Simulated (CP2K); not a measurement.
**C2H6BGaO (SMILES O[B]1C[CH2][GaH]1) at PM6**

Aim: the vertical electron affinity of C2H6BGaO at PM6, from 2 runs. 

The results are computed with CP2K 2026.2.

## Step 1: The structure to begin with

The species is C2H6BGaO (11 atoms), meant as a singlet with charge 0. As SMILES, `O[B]1C[CH2][GaH]1`. The shape comes from GFN2-xTB, which is rough for such elements, and wasn't checked as a minimum. This is one conformer, not always the lowest.

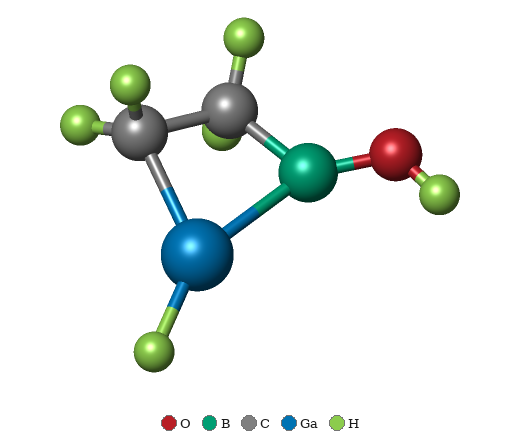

Viewed from a chosen angle; oxygen red, boron teal, carbon grey, gallium blue, hydrogen green.

## Step 2: Energy and gradient at PM6

File molecule.inp:

```
&GLOBAL
    PROJECT_NAME molecule
    RUN_TYPE ENERGY_FORCE
    PRINT_LEVEL MEDIUM
&END GLOBAL
&FORCE_EVAL
    METHOD QS
    &DFT
        CHARGE 0
        MULTIPLICITY 1
        &QS
            METHOD PM6
            EPS_DEFAULT 1.0E-10
            &SE
                &COULOMB
                    CUTOFF [angstrom] 50
                    RC_RANGE [angstrom] 0
                &END COULOMB
                &EXCHANGE
                    CUTOFF [angstrom] 50
                    RC_RANGE [angstrom] 0
                &END EXCHANGE
            &END SE
        &END QS
        &POISSON
            PERIODIC NONE
            POISSON_SOLVER ANALYTIC
        &END POISSON
        &SCF
            SCF_GUESS ATOMIC
            EPS_SCF 1.0E-06
            MAX_SCF 30
            &OT ON
                MINIMIZER CG
                PRECONDITIONER FULL_SINGLE_INVERSE
            &END OT
            &OUTER_SCF
                EPS_SCF 1.0E-06
                MAX_SCF 8
            &END OUTER_SCF
        &END SCF
        &PRINT
            &MOMENTS
                PERIODIC F
                REFERENCE COM
                MAX_MOMENT 1
            &END MOMENTS
            &MO_CUBES
                NLUMO 3
                NHOMO -1
                WRITE_CUBE F
            &END MO_CUBES
            &HIRSHFELD OFF
            &END HIRSHFELD
        &END PRINT
    &END DFT
    &SUBSYS
        &CELL
            ABC [angstrom] 17 14.4 17.1
            PERIODIC NONE
        &END CELL
        &COORD
            O     -2.036230     0.492200     1.225660
            B     -1.074120     0.168900     0.388460
            C      0.363400    -0.402630     0.791020
            C      1.353380    -0.081600    -0.364030
            Ga    -0.277910     0.228860    -1.643990
            H     -2.878670     0.828850     0.921500
            H      0.741220    -0.067800     1.756700
            H      0.260820    -1.492610     0.865910
            H      2.129960    -0.844490    -0.462230
            H      1.872830     0.862140    -0.149890
            H     -0.454680     0.308200    -3.329110
        &END COORD
        &TOPOLOGY
            &CENTER_COORDINATES
            &END CENTER_COORDINATES
        &END TOPOLOGY
    &END SUBSYS
    &PRINT
        &FORCES ON
        &END FORCES
    &END PRINT
&END FORCE_EVAL
```

Command:

```
$ OMP_NUM_THREADS=1 cp2k.psmp molecule.inp > molecule.out
```

Standard output (excerpt; [...] marks lines left out):

```text
CP2K| version string:                                       CP2K version 2026.2
[...]
 GLOBAL| Method name                                                        CP2K
[...]
 GLOBAL| Run type                                                   ENERGY_FORCE
[...]
                             - Atoms:                                         11
[...]
                             - Spherical basis functions:                     26
[...]
 Number of electrons:                                                         26
[...]
     1 OT CG       0.80E-01    0.0     0.28250160       -21.2275352824 -2.12E+01
[...]
    13 OT CG       0.28E+00    0.0     0.00000071       -26.9743261615 -1.40E-10
  *** SCF run converged in    13 steps ***
  Core-core repulsion energy [eV]:                           1607.45162468653075
  Core Hamiltonian energy [eV]:                             -1177.39367983266015
  Two-electron integral energy [eV]:                        -2328.13337661211426
  Electronic energy [eV]:                                   -2341.46036813871751
  Total energy [eV]:                                         -734.00874345218642
  Atomic reference energy [eV]:                               731.41579180449355
  Heat of formation [kcal/mol]:                               -59.79489023495951
[...]
 SE_DIPOLE| Moment [Debye]          1.51025958      -0.25099611      -0.17579198
 SE_DIPOLE| Derivative [a.u.]       0.00000000       0.00000000       0.00000000
 *** WARNING in qs_scf_post_se.F:140 :: Printing of MO cube files not ***
 *** implemented for Semi-Empirical method.                           ***
 ENERGY| Total FORCE_EVAL ( QS ) energy [hartree]            -26.974326161511115
 FORCES| Atomic forces [hartree/bohr]
 FORCES|   Atom     x               y               z               |f|
 FORCES|      1 -2.02975020E-02  5.28876839E-03  5.21042731E-03   2.16126864E-02
 FORCES|      2  8.00922372E-02 -5.18197764E-03 -1.14303819E-01   1.39667399E-01
 FORCES|      3  1.10018703E-02 -4.71298652E-03 -1.88458634E-03   1.21163137E-02
 FORCES|      4 -4.48841410E-02  9.46308307E-03  5.62074675E-03   4.62139465E-02
 FORCES|      5 -2.77832848E-02 -1.96145600E-04  5.19981779E-02   5.89555756E-02
 FORCES|      6  1.34693389E-03  1.48923361E-05  1.96715793E-03   2.38414828E-03
 FORCES|      7 -1.77187259E-03  3.71035118E-03  3.82085124E-03   5.61294420E-03
 FORCES|      8 -2.98828129E-03 -5.92513546E-03  4.86496368E-03   8.22830037E-03
 FORCES|      9 -5.81972833E-03 -6.54756236E-04 -1.06121148E-02   1.21208467E-02
 FORCES|     10  1.70762813E-03  2.08660942E-03 -5.40629287E-03   6.04135211E-03
 FORCES|     11  9.39614057E-03 -3.89270294E-03  5.87244880E-02   5.95987088E-02
 FORCES| Sum     2.42861287E-17 -4.30211422E-16  8.60422844E-16
 FORCES| Total atomic force                                       9.62288498E-16
[...]
```

It took 1.1 s on 1 thread of Arm Neoverse N1, shared host; peak memory 0.14 GiB.

## Step 3: The doublet anion at the same level

File job.inp:

```
&FORCE_EVAL
  METHOD QS
  &DFT
    CHARGE -1
    MULTIPLICITY 2
    LSD T
    &QS
      METHOD PM6
      EPS_DEFAULT 1.0E-10
      &SE
        &COULOMB
          CUTOFF [angstrom] 50
          RC_RANGE [angstrom] 0
        &END
        &EXCHANGE
          CUTOFF [angstrom] 50
          RC_RANGE [angstrom] 0
        &END
      &END
    &END
    &POISSON
      PERIODIC NONE
      POISSON_SOLVER ANALYTIC
    &END
    &SCF
      SCF_GUESS ATOMIC
      EPS_SCF 1.0E-06
      MAX_SCF 150
      ADDED_MOS 2
      &DIAGONALIZATION
        ALGORITHM STANDARD
      &END
      &MIXING
        METHOD DIRECT_P_MIXING
        ALPHA 0.4
      &END
    &END
    &PRINT
      &MOMENTS
        PERIODIC F
        REFERENCE COM
        MAX_MOMENT 1
      &END
      &MO ON
        ENERGIES T
        OCCUPATION_NUMBERS T
        NDIGITS 6
        &EACH
          QS_SCF 0
        &END
        ADD_LAST NUMERIC
      &END
      &HIRSHFELD OFF
      &END
    &END
  &END
  &SUBSYS
    &CELL
      ABC 17 14.4 17.1
      PERIODIC NONE
    &END
    &COORD
      O     -2.036230     0.492200     1.225660
      B     -1.074120     0.168900     0.388460
      C      0.363400    -0.402630     0.791020
      C      1.353380    -0.081600    -0.364030
      Ga    -0.277910     0.228860    -1.643990
      H     -2.878670     0.828850     0.921500
      H      0.741220    -0.067800     1.756700
      H      0.260820    -1.492610     0.865910
      H      2.129960    -0.844490    -0.462230
      H      1.872830     0.862140    -0.149890
      H     -0.454680     0.308200    -3.329110
    &END
    &TOPOLOGY
      &CENTER_COORDINATES
      &END
    &END
  &END
  &PRINT
    &FORCES ON
    &END
  &END
&END

&GLOBAL
  PROJECT_NAME job
  RUN_TYPE ENERGY_FORCE
  PRINT_LEVEL MEDIUM
&END
```

Command:

```
$ OMP_NUM_THREADS=1 cp2k.psmp -i job.inp > job.out 2>&1
```

Standard output (excerpt; [...] marks lines left out):

```text
CP2K| version string:                                       CP2K version 2026.2
[...]
 GLOBAL| Method name                                                        CP2K
[...]
 GLOBAL| Run type                                                   ENERGY_FORCE
[...]
                             - Atoms:                                         11
[...]
                             - Spherical basis functions:                     26
[...]
 Number of electrons:                                                         14
[...]
     1 P_Mix/Diag. 0.40E+00    0.0     0.53079201       -20.2006376480 -2.02E+01
[...]
    28 DIIS/Diag.  0.12E-06    0.0     0.00000081       -26.9871169189  1.47E-12
  *** SCF run converged in    28 steps ***
  Core-core repulsion energy [eV]:                           1607.45162468653075
  Core Hamiltonian energy [eV]:                             -1194.72943036042398
  Two-electron integral energy [eV]:                        -2294.15798397486651
  Electronic energy [eV]:                                   -2341.80842234785769
  Total energy [eV]:                                         -734.35679766132648
  Atomic reference energy [eV]:                               731.41579180449355
  Heat of formation [kcal/mol]:                               -67.82121160885272
[...]
 SE_DIPOLE| Moment [Debye]          1.16009554       0.06747478      -1.82635156
 SE_DIPOLE| Derivative [a.u.]       0.00000000       0.00000000       0.00000000
 ENERGY| Total FORCE_EVAL ( QS ) energy [hartree]            -26.987116918877909
[...]
```

Run time: 0.54 s. Hardware: 1 thread of Arm Neoverse N1, shared host; peak memory 0.14 GiB.

## Step 4: Summary of results

At PM6:

```
                                                   quantity           value
                             singlet C2H6BGaO: total energy    -26.97433 Eh
                            singlet C2H6BGaO: dipole moment          1.54 D
singlet C2H6BGaO: heat of formation at this unrelaxed shape  -59.8 kcal/mol
                 singlet C2H6BGaO: largest force on an atom      7.182 eV/Å
                                doublet anion: total energy    -26.98712 Eh
          doublet anion: HOMO energy (highest over α and β)        -0.57 eV
           doublet anion: LUMO energy (lowest over α and β)         5.24 eV
   doublet anion: heat of formation at this unrelaxed shape  -67.8 kcal/mol
                    doublet anion: largest force on an atom      9.680 eV/Å
          vertical electron affinity (to the doublet anion)        0.348 eV
```

**Reading.** At fixed nuclei the extra electron is bound by 0.35 eV (33.6 kJ/mol). The largest force (singlet C2H6BGaO) is 7.18 eV/Å: too large for a shape near rest, so the state or the gradient is in doubt. A minimal valence basis can't be trusted even for the sign of an electron affinity.
